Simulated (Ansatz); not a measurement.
# Y3GaC (Pm-3m): a soft mode frozen in, part 2 of 3

Wanted: the energy along a soft mode of Y3GaC (Pm-3m) and the structure at the end.

Ansatz 0.2.0; DFT PBEsol, scalar-relativistic, plane waves, PAW; PAW set soft_1.

So far, highest frequency on the path or at a solved wavevector (cm⁻¹): step 2 (phonons on a q mesh) 528. Also lowest frequency on the path (cm⁻¹): step 2 -44.2.

## (5) Energy along the mode, all amplitudes (two of the runs are shown above)

An imaginary frequency means negative curvature, so the energy should fall and then rise again as anharmonic terms take over.

Numbers from this step:

```
depth at the lowest point sampled  : 7.752 meV/atom
largest atomic shift at that point : 0.32 Å
```

The energy from the parent by largest atomic shift:

```csv
largest atomic shift (Å),energy from the parent (meV/atom)
0.000,0
0.040,-0.203
0.080,-0.793
0.140,-2.28
0.220,-4.89
0.320,-7.75
0.450,-6.79
0.600,10.4
```

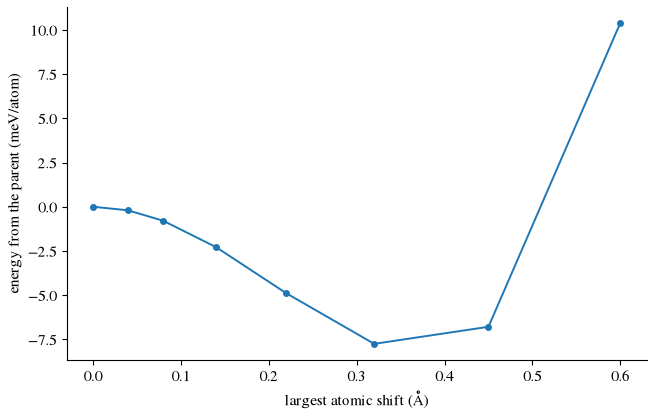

Energy from the parent against largest atomic shift.

Displacement at unit largest shift by atom:

| atom | x (Å) | y (Å) | z (Å) | size |
| --- | --- | --- | --- | --- |
| Y1 | 0.000 | 0.000 | -0.707 | 0.707 |
| Y2 | 0.000 | 0.000 | 0.707 | 0.707 |
| Y3 | 0.707 | -0.707 | 0.000 | 1.000 |
| Y4 | -0.707 | 0.707 | 0.000 | 1.000 |
| Y5 | 0.000 | 0.000 | -0.707 | 0.707 |
| Y6 | 0.000 | 0.000 | 0.707 | 0.707 |
| Ga7 | 0.000 | 0.000 | 0.000 | 0.000 |
| Ga8 | 0.000 | 0.000 | 0.000 | 0.000 |
| C9 | 0.000 | 0.000 | 0.000 | 0.000 |
| C10 | 0.000 | 0.000 | 0.000 | 0.000 |

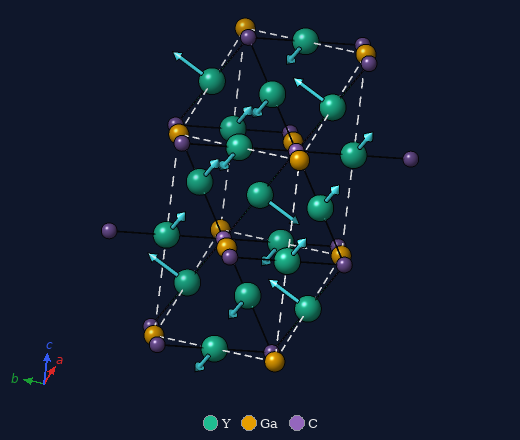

Displacement at unit largest shift as arrows, the longest 1.000 Å. Some periodic images of atoms are drawn too.

The lowest of the steps tried is at 0.32 Å, 7.75 meV/atom below the parent; the bottom of the well need not coincide with a step.

## (6) Relaxing from the distorted cell

Starting from the lowest point found, all atoms and the cell are let go, so that strain and other modes of the same symmetry can join in.

File input.yaml:

```yaml
crystal:
  lattice:
    - [4.8062686968, 4.8062686968, 0.0]
    - [4.8062686968, 0.0, 4.8062686968]
    - [4.8062686968, 0.0, -4.8062686968]
  atoms:
    - { symbol: "Y", position: [0.0, 0.976460516, 0.523539484] }
    - { symbol: "Y", position: [0.0, 0.523539484, -0.023539484] }
    - { symbol: "Y", position: [0.452921032, 0.047078968, 1.047078968] }
    - { symbol: "Y", position: [0.547078968, 0.452921032, 0.452921032] }
    - { symbol: "Y", position: [0.5, -0.023539484, 0.523539484] }
    - { symbol: "Y", position: [0.5, 0.523539484, -0.023539484] }
    - { symbol: Ga, position: [0.0, 0.5, 0.5] }
    - { symbol: Ga, position: [0.0, 0.0, 0.0] }
    - { symbol: C, position: [0.5, 0.25, 0.75] }
    - { symbol: C, position: [0.5, 0.75, 0.25] }
kpoints:
  mp_grid: { grid: [8, 8, 8] }
hamiltonian:
  xc: pbesol
  pseudopotentials: { kind: paw, azcp: { folder: soft_1 }, xc_functional: pbe }
scf:
  occupations: { method: methfessel_paxton, width: 0.2 }
output:
  forces: true
  stress: true
  eigenvalues: true
relax:
  adjacent_minimum: "off"
  f_tol: 0.002
  max_steps: 120
  cell: { stress_tol: 0.03 }
```

The run is started by

```sh
$ ansatz run input.yaml --threads 4 --pin off --max-ram 10240MiB --backend cpu --events-out ev --progress --plain --runs-dir out
```

Numbers of over 12 decimals in the logs are rounded to 6 here.

Log:

```text
[...]
Crystal: 10 atoms, lattice volume = 222.052 Å³
Basis set: ecut = 420 eV, 4285 PW (Γ), exchange–correlation on 96×96×96 points (8 copies of the dense FFT grid, shifted against one another)
Bands: 60, of which v1, the nominal top of the filled ones, is band 50 counted from 1 (49 counted from 0)
Symmetry: 8 space group operations
[...]
k-points: 95 of 512
[...]
SCF iter   1: F=—  HF=-30759.810919 eV  |F-HF|=—  |Δ(HF+E_count)|=         —  Δρ=5.85e-2  dr2=1.82e1  ethr=3.10e-3  ⟨swp⟩=5.8  Hψ=21813  notcnv=0
[...]
SCF iter  10: F=-30755.609913 eV  HF=-30755.609913 eV  |F-HF|=1.35e-9  |Δ(HF+E_count)|=   2.62e-8  S|Δr|=    0.00e0  Δρ=1.46e-6  dr2=3.54e-9  ethr=1.00e-10  ⟨swp⟩=12.2  Hψ=22077  notcnv=0
SCF 1 converged in 10 iterations: F = -30755.609913 eV  dr2 = 3.54e-9
[...]
relax step   1: F+E_penalty+E_count = -30755.60991290 eV  Δ(F+E_penalty+E_count) = +0.000e0 eV  max|allowed force component| = 6.210e-2 eV/Å  Δτ_max = 0.0000 Å  P = -0.380 GPa  Ω = 222.052 Å³  (10 SCF iters, dr2 threshold 1.00e-7 eV, accepted)
Crystal: 10 atoms, lattice volume = 219.889 Å³
Basis set: ecut = 420 eV, 4283 PW (Γ), exchange–correlation on 96×96×96 points (8 copies of the dense FFT grid, shifted against one another)
[...]
SCF iter   6: F=-30755.617981 eV  HF=-30755.617981 eV  |F-HF|=2.59e-7  |Δ(HF+E_count)|=   2.14e-6  S|Δr|=    0.00e0  Δρ=1.06e-5  dr2=4.33e-7  ethr=1.00e-9  ⟨swp⟩=4.3  Hψ=24439  notcnv=0
SCF 2 converged in 6 iterations: F = -30755.617981 eV  dr2 = 4.33e-7
relax step   2: F+E_penalty+E_count = -30755.61798066 eV  Δ(F+E_penalty+E_count) = -8.068e-3 eV  max|allowed force component| = 7.389e-2 eV/Å  Δτ_max = 0.0317 Å  P = +0.385 GPa  Ω = 219.889 Å³  energy of the carried Pulay correction = +4.761e-4 eV  (6 SCF iters, dr2 threshold 1.00e-6 eV, accepted)
Crystal: 10 atoms, lattice volume = 219.923 Å³
[...]
SCF iter   6: F=-30755.619579 eV  HF=-30755.619579 eV  |F-HF|=8.02e-7  |Δ(HF+E_count)|=   1.10e-6  S|Δr|=    0.00e0  Δρ=1.55e-5  dr2=5.51e-7  ethr=1.00e-9  ⟨swp⟩=6.6  Hψ=22536  notcnv=0
SCF 3 converged in 6 iterations: F = -30755.619579 eV  dr2 = 5.51e-7
relax step   3: F+E_penalty+E_count = -30755.61957861 eV  Δ(F+E_penalty+E_count) = -1.598e-3 eV  max|allowed force component| = 1.222e-1 eV/Å  Δτ_max = 0.0295 Å  P = +0.339 GPa  Ω = 219.923 Å³  energy of the carried Pulay correction = +4.686e-4 eV  (6 SCF iters, dr2 threshold 1.00e-6 eV, accepted)
[...]
relax step   4: F+E_penalty+E_count = -30755.62439647 eV  Δ(F+E_penalty+E_count) = -4.818e-3 eV  max|allowed force component| = 4.081e-2 eV/Å  Δτ_max = 0.0160 Å  P = +0.145 GPa  Ω = 220.363 Å³  energy of the carried Pulay correction = +3.713e-4 eV  (5 SCF iters, dr2 threshold 1.00e-6 eV, accepted)
[...]
relax step   5: F+E_penalty+E_count = -30755.62663586 eV  Δ(F+E_penalty+E_count) = -2.239e-3 eV  max|allowed force component| = 1.025e-2 eV/Å  Δτ_max = 0.0405 Å  P = +0.029 GPa  Ω = 220.441 Å³  energy of the carried Pulay correction = +3.540e-4 eV  (6 SCF iters, dr2 threshold 2.53e-7 eV, accepted)
[...]
relax step   6: F+E_penalty+E_count = -30755.62681653 eV  Δ(F+E_penalty+E_count) = -1.807e-4 eV  max|allowed force component| = 8.277e-4 eV/Å  Δτ_max = 0.0104 Å  P = -0.003 GPa  Ω = 220.584 Å³  energy of the carried Pulay correction = +3.226e-4 eV  (7 SCF iters, dr2 threshold 9.41e-9 eV, accepted)
[...]
SCF iter   5: F=-30755.626519 eV  HF=-30755.626519 eV  |F-HF|=2.91e-11  |Δ(HF+E_count)|=  1.82e-10  S|Δr|=    0.00e0  Δρ=8.70e-8  dr2=1.93e-11  ethr=1.00e-12  ⟨swp⟩=4.5  Hψ=18494  notcnv=0
[...]
SCF 7 converged in 5 iterations: F = -30755.626519 eV  dr2 = 1.93e-11
relax step   7: F+E_penalty+E_count = -30755.62651948 eV  Δ(F+E_penalty+E_count) = +2.970e-4 eV  max|allowed force component| = 8.368e-4 eV/Å  Δτ_max = 0.0000 Å  P = -0.005 GPa  Ω = 220.584 Å³  stress off target by 1.76e-2 GPa  SCF on the basis re-selected at this cell (its energy is not comparable with the rows above)  (5 SCF iters)
basis re-selected at this cell: Δ(F+E_penalty+E_count) = +2.970e-4 eV, ΔP = -0.002 GPa vs the last step (what re-selecting the basis moved, of the pressure what is left beyond the Pulay correction that the steps carried, after the strain that the cell walked since its last selection, with what the two solves' SCF thresholds leave and, on support functions, any second-order correction that the steps lacked; it is no m [...]
SCF converged after 5 iterations
[...]
Free energy (F): -30755.626519 eV
[...]
Internal energy: -30755.640282 eV  (E = F + TS)
E sigma→0 (E₀):  -30755.629960 eV
Entropy (-TS):   0.013763 eV (1.376 meV/atom)
Fermi energy:    10.287184 eV
[...]
--- Forces (eV/Å), atoms counted from 1 ---
  atom   1  Y     -0.00000000    -0.00000000    -0.00013580
  atom   2  Y      0.00000000     0.00000000     0.00013580
  atom   3  Y      0.00083677    -0.00083677     0.00000000
  atom   4  Y     -0.00083677     0.00083677     0.00000000
  atom   5  Y      0.00000000     0.00000000    -0.00013580
  atom   6  Y     -0.00000000    -0.00000000     0.00013580
  atom   7  Ga    -0.00014002     0.00014002     0.00000000
  atom   8  Ga     0.00014002    -0.00014002     0.00000000
  atom   9  C     -0.00000000     0.00000000     0.00000000
  atom  10  C      0.00000000     0.00000000    -0.00000000
  max |Σ_I F_I| component: 1.95e-18 eV/Å
--- Stress (GPa, compression-positive) ---
       -0.003494       0.014067       0.000000
        0.014067      -0.003494      -0.000000
        0.000000      -0.000000      -0.006816
  P = ⅓ Tr σ = -0.0046 GPa (-0.046 kbar)
--- Band table (eV; the first three rows and the last of 95) ---
  k-point 0: bands = [... 46 lower, 9.8435, 9.9098, 9.9499, 10.4980, 10.5939, 10.6105, 11.1429, 11.1835, ... 6 higher]
  k-point 1: bands = [... 46 lower, 9.8476, 10.0180, 10.0651, 10.3528, 10.4398, 10.5223, 11.2272, 11.2889, ... 6 higher]
  k-point 2: bands = [... 46 lower, 9.7026, 9.8751, 9.9182, 10.0915, 10.5287, 10.5338, 11.3313, 11.4569, ... 6 higher]
  k-point 94: bands = [... 46 lower, 9.3754, 9.3754, 9.6831, 9.6831, 11.3001, 11.3001, 11.5181, 11.5181, ... 6 higher]
--- Relaxed structure (6 steps of the walk, 6 accepted, 1 SCFs on fresh bases) ---
  F+E_penalty+E_count = -30755.62651948 eV   max|allowed force component| = 8.368e-4 eV/Å   (the final SCF, on the basis selected at the relaxed cell)
  cell:  # Å, volume = 220.5838 Å³
    - [4.810623, 4.810623, 0.0]
    - [4.800716, 0.00990779, 4.785568]
    - [4.800716, 0.00990779, -4.785568]
  atoms:
    - { symbol: Y, position: [4.336808689942018e-19, 0.970305, 0.529695] }
    - { symbol: Y, position: [2.168404344971009e-19, 0.529695, -0.029695] }
    - { symbol: Y, position: [0.441501, 0.058499, 1.058499] }
    - { symbol: Y, position: [0.558499, 0.441501, 0.441501] }
    - { symbol: Y, position: [0.5, -0.029695, 0.529695] }
    - { symbol: Y, position: [0.5, 0.529695, -0.029695] }
    - { symbol: Ga, position: [-0.00618364, 0.506184, 0.506184] }
    - { symbol: Ga, position: [0.00618364, -0.00618364, -0.00618364] }
    - { symbol: C, position: [0.500000, 0.250000, 0.750000] }
    - { symbol: C, position: [0.500000, 0.750000, 0.250000] }
```

Run time: 1.7 min. Hardware: 4 threads of Intel Xeon Platinum 8488C (Sapphire Rapids), shared host; peak memory 1.3 GiB; 6.7 min of CPU time.

The steps of the relaxation:

```
step  energy less that of the first step (eV)  largest force component (eV/Å)  pressure (GPa)  volume (Å³)
   1                                   0.0000                          0.0621           -0.38       222.05
   2                                  -0.0081                          0.0739            0.38       219.89
   3                                  -0.0097                          0.1222            0.34       219.92
   4                                  -0.0145                          0.0408            0.14       220.36
   5                                  -0.0167                          0.0102            0.03       220.44
   6                                  -0.0169                          0.0008            0.00       220.58
  7*                                  -0.0166                          0.0008            0.00       220.58
```

Relaxation steps marked * repeat the geometry before them on a plane-wave basis chosen anew for their cell, so energy and pressure can jump there.

Forces are held to the 8 operations that the run works with; a distortion that breaks them can't arise in this run.

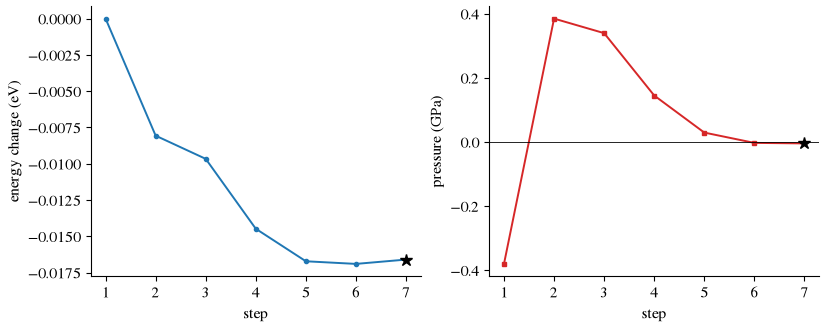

Energy and pressure along the relaxation. Stars mark steps on a basis chosen anew.

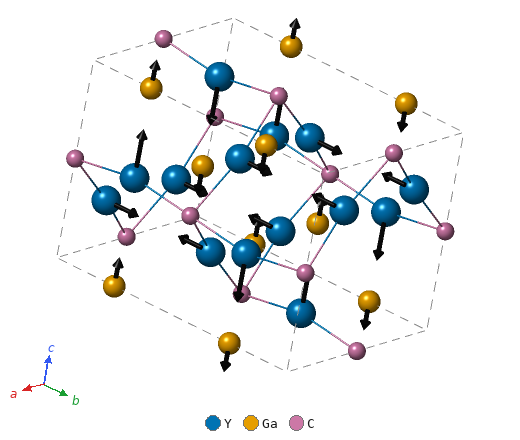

Displacements in the relaxation, exaggerated, measured against the changing cell; the longest in the cell stands for 0.08 Å. Some periodic images of atoms are drawn too.

```csv
"conventional cell, symmetrised",before,after,change
a (Å),6.797,6.803,+0.1 %
b (Å),9.613,9.571,-0.4 %
c (Å),6.797,6.775,-0.3 %
volume (Å³/atom),22.21,22.06,-0.7 %
```

The atoms that moved most (Å, as changes of fractional coordinates times the final cell):

```
atom      dx      dy      dz  length
  Y3   0.055  -0.055   0.000   0.077
  Y4  -0.055   0.055   0.000   0.077
  Y6   0.000   0.000   0.059   0.059
  Y2   0.000   0.000   0.059   0.059
  Y1   0.000   0.000  -0.059   0.059
  Y5   0.000   0.000  -0.059   0.059
 Ga8  -0.030   0.030   0.000   0.042
 Ga7   0.030  -0.030   0.000   0.042
```

Final coordinates:

```
Y Ga C
1.0
     4.81062    4.81062    0.00000
     4.80072    0.00991    4.78557
     4.80072    0.00991   -4.78557
Y Ga C
6 2 2
Direct
  0.00000 0.97031 0.52969
  0.00000 0.52969 0.97031
  0.44150 0.05850 0.05850
  0.55850 0.44150 0.44150
  0.50000 0.97031 0.52969
  0.50000 0.52969 0.97031
  0.99382 0.50618 0.50618
  0.00618 0.99382 0.99382
  0.50000 0.25000 0.75000
  0.50000 0.75000 0.25000
```

Numbers from this step:

| Item | Value |
| --- | --- |
| pressure | -0.004602 GPa |
| volume per atom | 22.06 Å³ |

The distorted start has space group Imma; the relaxation ends in Imma.

## (7) The new phase in its own primitive cell

The relaxed structure is symmetrised, reduced to its primitive cell and relaxed tightly, as its phonons need.

input.yaml, the sections that differ from step 6:

```yaml
crystal:
  lattice:
    - [-3.4016243819, 4.7855683501, 3.3876126473]
    - [3.4016243819, -4.7855683501, 3.3876126473]
    - [3.4016243819, 4.7855683501, -3.3876126473]
  atoms:
    - { symbol: "Y", position: [0.2796945268, 0.0, 0.7796945268] }
    - { symbol: "Y", position: [0.7203054732, 0.0, 0.2203054732] }
    - { symbol: "Y", position: [0.8084988631, 0.5584988631, 0.25] }
    - { symbol: "Y", position: [0.1915011369, 0.4415011369, 0.75] }
    - { symbol: "Y", position: [0.2796945268, 0.5, 0.2796945268] }
    - { symbol: "Y", position: [0.7203054732, 0.5, 0.7203054732] }
    - { symbol: Ga, position: [0.2561836351, 0.0061836351, 0.25] }
    - { symbol: Ga, position: [0.7438163649, 0.9938163649, 0.75] }
    - { symbol: C, position: [0.5, 0.5, 0.0] }
    - { symbol: C, position: [0.0, 0.5, 0.5] }
relax:
  adjacent_minimum: "off"
  f_tol: 0.001
  max_steps: 60
  cell: { stress_tol: 0.01 }
# kpoints, hamiltonian, scf, output: as in step 6
```

Log:

```text
[...]
Crystal: 10 atoms, lattice volume = 220.584 Å³
Basis set: ecut = 420 eV, 4283 PW (Γ), exchange–correlation on 96×96×96 points (8 copies of the dense FFT grid, shifted against one another)
Bands: 60, of which v1, the nominal top of the filled ones, is band 50 counted from 1 (49 counted from 0)
Symmetry: 8 space group operations
[...]
k-points: 95 of 512
[...]
- { symbol: Y, position: [0.808523, 0.558523, 0.250000] }
    - { symbol: Y, position: [0.191477, 0.441477, 0.75] }
    - { symbol: Y, position: [0.279707, 0.500000, 0.279707] }
    - { symbol: Y, position: [0.720293, 0.5, 0.720293] }
    - { symbol: Ga, position: [0.256198, 0.00619775, 0.250000] }
    - { symbol: Ga, position: [0.743802, 0.993802, 0.75] }
    - { symbol: C, position: [0.500000, 0.500000, 0] }
    - { symbol: C, position: [0, 0.500000, 0.500000] }
[key lines of the parts left out:]
SCF converged after 4 iterations
Free energy (F): -30755.626522 eV
Fermi energy:    10.288073 eV
P = ⅓ Tr σ = -0.0002 GPa (-0.002 kbar)
```

Elapsed: 59 s, on 4 threads; peak memory 1.3 GiB.

Little changed from the start: no atom moved by 0.005 Å and no cell edge by 0.1 %.

This step gave:

| Quantity | Value |
| --- | --- |
| pressure | -2.04e-4 GPa |

The largest force component left is 0.83 meV/Å and the pressure is 0.000 GPa, within the tolerances set. The cell now holds 22.06 Å³/atom.

(Part 2 of 3 ends here.)

[Logs are printed without paths, hosts, clocks, repeated set-up lines and the standing remarks that a program may print on its own settings, such as how far it seeks lower states.]

[Hosts, paths, dates, database ids (printed as entryN), source tags and the programs' standing remarks are cut or masked in the printed files.]
